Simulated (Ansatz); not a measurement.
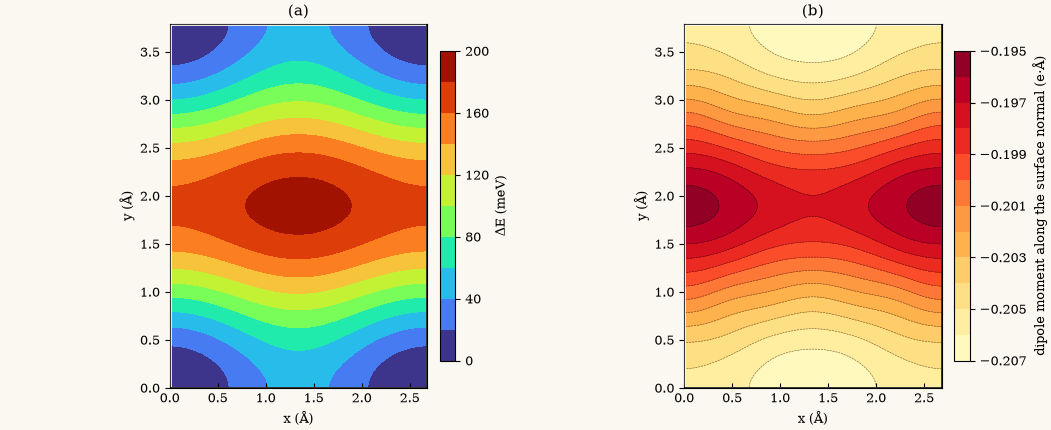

H on a Rh(110) slab cut from the Fm-3m phase, its upper half relaxed before the scan (8 atoms of substrate and one adsorbate in a 2 × 1 cell). H is moved over the surface cell at a fixed height above a rigid substrate; the origin of the map has the adsorbate above Rh7; the height is held at 3.30 Å. Places are given modulo a cell vector. The map is drawn in real space over the plane of the surface. Grid: 6 × 8 points; 20 points were computed and 28 follow by symmetry. Places are given in fractions of the 1 × 1 surface cell. All energies are given in meV relative to the lowest grid point. The runs have no spin polarisation, so an open-shell adsorbate far from the surface lies too high. At a fixed height the lowest place need not be the adsorption site. Computed with Ansatz, DFT PBE+D3(BJ), scalar-relativistic, plane waves, PAW. Settings: cutoff 420 eV, k-mesh 5×7×1, gaussian smearing 0.1 eV, no spin polarisation.

Panel (a) is the energy; panel (b) is the computed dipole moment along the surface normal, in e·Å.

Drawn: filled contours, the outline of one cell of the plane. Between grid points the surface is interpolated.

How does the dipole moment along the surface normal vary over the map, and what is it at the lowest grid point?

Answer. It runs from −0.21 e·Å at a bridge site between two Rh atoms, (3/6, 0/8) of the cell vectors to −0.20 e·Å at the trough between two rows of top atoms, (0/6, 4/8) of the cell vectors. At the lowest grid point, the top site over a surface Rh atom, (0/6, 0/8) of the cell vectors, it is −0.21 e·Å.

```tsv
second ↓, first →	0/6	1/6	2/6	3/6	4/6	5/6
7/8	−0.20	−0.20	−0.21	−0.21	−0.21	−0.20
6/8	−0.20	−0.20	−0.20	−0.20	−0.20	−0.20
5/8	−0.20	−0.20	−0.20	−0.20	−0.20	−0.20
4/8	−0.20	−0.20	−0.20	−0.20	−0.20	−0.20
3/8	−0.20	−0.20	−0.20	−0.20	−0.20	−0.20
2/8	−0.20	−0.20	−0.20	−0.20	−0.20	−0.20
1/8	−0.20	−0.20	−0.21	−0.21	−0.21	−0.20
0/8	−0.21	−0.21	−0.21	−0.21	−0.21	−0.21
```

PAW datasets: the set soft_1.
